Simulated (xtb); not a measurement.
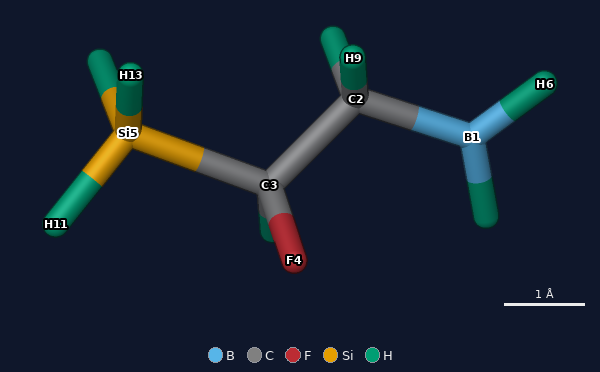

The structure as given in the input (stick view, seen at a tilt; atoms are numbered from 1 in the order of the input).

## Run report: C₂H₈BFSi, frequency calculation (part 1 of 2)

The run: frequency calculation of C₂H₈BFSi, SMILES BCC(F)[SiH3]. Method and program: GFN2-xTB (xtb 6.7.1).

The geometry was optimised with GFN2-xTB.

## Input file (coord)
```
$coord
     -2.018964494289      3.743925398109      0.803322575578  b
     -0.767115423031      1.076274617019      1.192039239414  c
      0.343665593024     -0.164954193419     -1.169513704008  c
      2.296792029131      1.365610583961     -2.073690962858  f
      1.718101197987     -3.478211007725     -0.607811510725  si
     -2.321660824931      5.062595185134      2.548938185940  h
     -2.708090920156      4.384353581744     -1.193966760061  h
     -2.236793224675     -0.186232509582      1.921360139952  h
      0.690713795812      1.123857920837      2.655008513315  h
     -1.063953602687     -0.165804570175     -2.691291254908  h
      2.895060422927     -4.352039265013     -2.944835809049  h
     -0.399998328800     -5.102695173498      0.127159670926  h
      3.572262676948     -3.306661670131      1.433300573745  h
$end
```

## File input.inp
```
$hess
   sccacc=0.05
$end
```

Launched with:
```bash
xtb coord --input input.inp --gfn 2 --hess -P 1 > run.log 2> xtb.err
```

## Output
```
* xtb version 6.7.1
   ID    Z sym.   atoms
    1    5 b      1
    2    6 c      2, 3
    3    9 f      4
    4   14 si     5
    5    1 h      6-13

           -------------------------------------------------
          |                Calculation Setup                |
           -------------------------------------------------

          program call               : xtb coord --input input.inp --gfn 2 --hess -P 1
          coordinate file            : coord
          omp threads                :                     1

           -------------------------------------------------
          |                 G F N 2 - x T B                 |
           -------------------------------------------------

      * Hamiltonian:
        H0-scaling (s, p, d)           1.850000    2.230000    2.230000
        zeta-weighting                 0.500000
      * Dispersion:
        s8                             2.700000
        a1                             0.520000
        a2                             5.000000
        s9                             5.000000
      * Repulsion:
        kExp                           1.500000    1.000000
        rExp                           1.000000
      * Coulomb:
        alpha                          2.000000
        third order                    shell-resolved
        anisotropic                    true
        a3                             3.000000
        a5                             4.000000
        cn-shift                       1.200000
        cn-exp                         4.000000
        max-rad                        5.000000

          ...................................................
          :                      SETUP                      :
          :.................................................:
          :  # basis functions                  34          :
          :  # atomic orbitals                  33          :
          :  # shells                           19          :
          :  # electrons                        30          :
          :  max. iterations                   250          :
          :  Hamiltonian                  GFN2-xTB          :
          :  restarted?                      false          :
          :  GBSA solvation                  false          :
          :  PC potential                    false          :
          :  electronic temp.          300.0000000     K    :
          :  accuracy                    1.0000000          :
          :  -> integral cutoff          0.2500000E+02      :
          :  -> integral neglect         0.1000000E-07      :
          :  -> SCF convergence          0.1000000E-05 Eh   :
          :  -> wf. convergence          0.1000000E-03 e    :
          :  Broyden damping             0.4000000          :
          :  net charge                          0          :
          :  unpaired electrons                  0          :
          ...................................................

 iter      E             dE          RMSdq      gap      omega  full diag
   1    -15.9740078 -0.159740E+02  0.834E+00    5.05       0.0  T
   2    -16.1649599 -0.190952E+00  0.551E+00    2.47       1.0  T
   3    -16.1680169 -0.305706E-02  0.262E+00    3.81       1.0  T
   4    -16.1718969 -0.387992E-02  0.833E-01    3.28       1.0  T
   5    -16.1759441 -0.404726E-02  0.450E-01    3.74       1.0  T
   6    -16.1764831 -0.538951E-03  0.123E-01    3.55       1.0  T
   7    -16.1764865 -0.346310E-05  0.775E-02    3.55       1.0  T
   8    -16.1764945 -0.797864E-05  0.234E-02    3.54       1.2  T
   9    -16.1764952 -0.707369E-06  0.515E-03    3.54       5.4  T
  10    -16.1764952 -0.616159E-08  0.298E-03    3.55       9.3  T
  11    -16.1764953 -0.516590E-07  0.717E-04    3.54      38.7  T
  12    -16.1764953 -0.176662E-09  0.517E-04    3.54      53.7  T

   *** convergence criteria satisfied after 12 iterations ***

         #    Occupation            Energy/Eh            Energy/eV
      -------------------------------------------------------------
         1        2.0000           -0.7856174             -21.3777
       ...           ...                  ...                  ...
         9        2.0000           -0.4679200             -12.7328
        10        2.0000           -0.4469784             -12.1629
        11        2.0000           -0.4441599             -12.0862
        12        2.0000           -0.4401973             -11.9784
        13        2.0000           -0.4346461             -11.8273
        14        2.0000           -0.4223595             -11.4930
        15        2.0000           -0.3895447             -10.6000 (HOMO)
        16                         -0.2593019              -7.0560 (LUMO)
        17                         -0.1925460              -5.2394
        18                         -0.1883813              -5.1261
        19                         -0.1857897              -5.0556
        20                         -0.0997623              -2.7147
       ...                                ...                  ...
        33                          0.6861800              18.6719
      -------------------------------------------------------------
                  HL-Gap            0.1302427 Eh            3.5441 eV
             Fermi-level           -0.3244233 Eh           -8.8280 eV

 SCC (total)                   0 d,  0 h,  0 min,  0.007 sec
 SCC setup                      ...        0 min,  0.000 sec (  1.235%)
 Dispersion                     ...        0 min,  0.000 sec (  0.754%)
 classical contributions        ...        0 min,  0.000 sec (  0.245%)
 integral evaluation            ...        0 min,  0.001 sec ( 15.293%)
 iterations                     ...        0 min,  0.004 sec ( 52.743%)
 molecular gradient             ...        0 min,  0.002 sec ( 28.100%)
 printout                       ...        0 min,  0.000 sec (  1.541%)

         :::::::::::::::::::::::::::::::::::::::::::::::::::::
         ::                     SUMMARY                     ::
         :::::::::::::::::::::::::::::::::::::::::::::::::::::
         :: total energy             -16.033723093300 Eh    ::
         :: gradient norm              0.000025564539 Eh/a0 ::
         :: HOMO-LUMO gap              3.544085127579 eV    ::
         ::.................................................::
         :: SCC energy               -16.176491460978 Eh    ::
         :: -> isotropic ES            0.046531733689 Eh    ::
         :: -> anisotropic ES          0.004327532125 Eh    ::
         :: -> anisotropic XC         -0.001061458722 Eh    ::
         :: -> dispersion             -0.007153882174 Eh    ::
         :: repulsion energy           0.142768367678 Eh    ::
         :: add. restraining           0.000000000000 Eh    ::
         :: total charge               0.000000000000 e     ::
         :::::::::::::::::::::::::::::::::::::::::::::::::::::

           -------------------------------------------------
          |                Numerical Hessian                |
           -------------------------------------------------
step length          :   0.00500
SCC accuracy         :   0.05000
Hessian scale factor :   1.00000
frozen atoms in %    :   0.00000    0
RMS gradient         :   0.00003
estimated CPU  time      0.01 min

writing file <hessian>.

 projected vibrational frequencies (cm⁻¹)
eigval :       -0.00    -0.00    -0.00    -0.00     0.00     0.00
eigval :       81.21   104.62   109.09   177.92   232.15   331.27
eigval :      378.51   530.82   550.54   605.54   704.53   760.83
eigval :      775.95   780.25   836.67   858.53   947.30   964.85
eigval :     1067.69  1137.28  1182.90  1201.50  1276.54  1325.38
eigval :     1429.05  2259.30  2285.67  2305.30  2648.27  2686.48
eigval :     2901.14  2933.33  2970.15
           -------------------------------------------------
          |                Property Printout                |
           -------------------------------------------------

    * Orbital Energies and Occupations

         #    Occupation            Energy/Eh            Energy/eV
      -------------------------------------------------------------
         1        2.0000           -0.7856156             -21.3777
       ...           ...                  ...                  ...
         3        2.0000           -0.6080768             -16.5466
         4        2.0000           -0.5661891             -15.4068
         5        2.0000           -0.5266252             -14.3302
         6        2.0000           -0.5100257             -13.8785
         7        2.0000           -0.5011373             -13.6366
         8        2.0000           -0.4837564             -13.1637
         9        2.0000           -0.4679190             -12.7327
        10        2.0000           -0.4469748             -12.1628
        11        2.0000           -0.4441578             -12.0861
        12        2.0000           -0.4401962             -11.9783
        13        2.0000           -0.4346434             -11.8273
        14        2.0000           -0.4223561             -11.4929
        15        2.0000           -0.3895421             -10.6000 (HOMO)
        16                         -0.2592888              -7.0556 (LUMO)
        17                         -0.1925437              -5.2394
        18                         -0.1883792              -5.1261
        19                         -0.1857877              -5.0555
        20                         -0.0997602              -2.7146
        21                         -0.0925148              -2.5175
        22                          0.0552209               1.5026
        23                          0.1239934               3.3740
        24                          0.1548135               4.2127
        25                          0.1864620               5.0739
        26                          0.2246545               6.1132
       ...                                ...                  ...
        33                          0.6861816              18.6720
      -------------------------------------------------------------
                  HL-Gap            0.1302533 Eh            3.5444 eV
             Fermi-level           -0.3244155 Eh           -8.8278 eV

     #   Z          covCN         q      C6AA      α(0)
     1   5 b        2.779     0.255    17.527     7.000
     2   6 c        3.733    -0.145    23.398     6.904
     3   6 c        3.552     0.033    20.978     6.693
     4   9 f        0.794    -0.289    12.200     4.126
     5  14 si       3.647     0.451    98.760    19.055
     6   1 h        0.939    -0.088     5.152     3.549
     7   1 h        0.940    -0.081     4.935     3.473
     8   1 h        0.924     0.049     2.337     2.391
     9   1 h        0.924     0.045     2.379     2.412
    10   1 h        0.924     0.021     2.718     2.578
    11   1 h        0.919    -0.078     4.855     3.446
    12   1 h        0.918    -0.094     5.370     3.624
    13   1 h        0.919    -0.078     4.846     3.443

 Mol. C6AA /au·bohr⁶  :       1812.398802
 Mol. C8AA /au·bohr⁸  :      52256.252672
 Mol. α(0) /au        :         68.693892

Wiberg/Mayer (AO) data.
largest (>0.10) Wiberg bond orders for each atom
```
